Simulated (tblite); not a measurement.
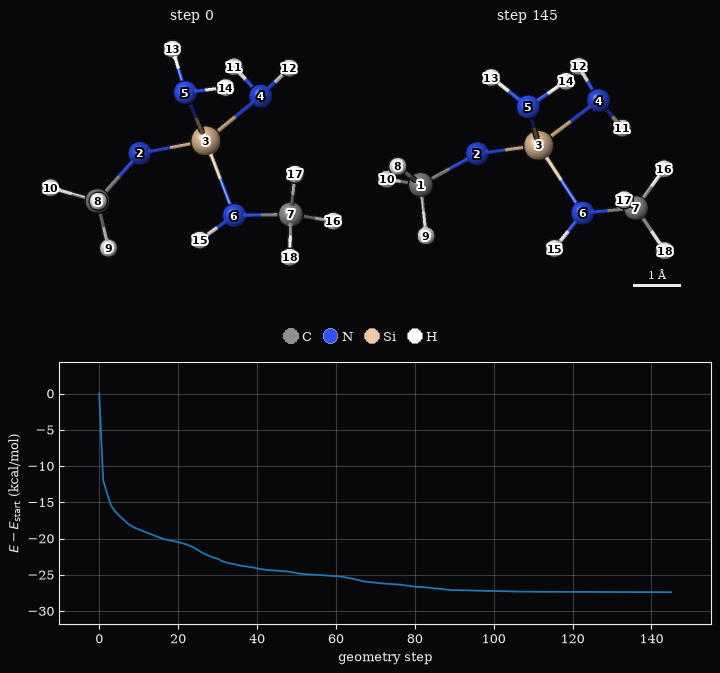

First and last geometry of a relaxation of C2H11N4Si (charge −1), with the history of the run. A ball-and-stick model, seen at a tilt.

These are results of tblite, GFN2-xTB geometry optimisation, gas phase, not measurements. 

**What do the curves and the structures tell?**

It converged. The atom that moves furthest after the best rigid fit is H11 (1.73 Å). By element the largest moves are H 1.73 Å, C 0.45 Å, N 0.41 Å, Si 0.12 Å. Near-neighbour distances that change, for instance: N2–Si3 1.780 → 1.653 Å, N5–H13 1.057 → 1.011 Å, C1–N2 1.470 → 1.424 Å, C7–H16 1.134 → 1.089 Å. Among the angles between lasting bonds that change: N4–Si3–N6 113.6° → 99.7°, C1–N2–Si3 112.0° → 125.3°, N2–Si3–N6 107.3° → 118.6°. Groups turn about Si3–N4 by about 115°, N6–C7 by about 40°, Si3–N5 by about 35°. Over 145 geometry steps the energy falls by 27.4 kcal/mol. Cost: 1.6 s on 1 thread of Intel(R) Xeon(R) Processor, on a shared host.
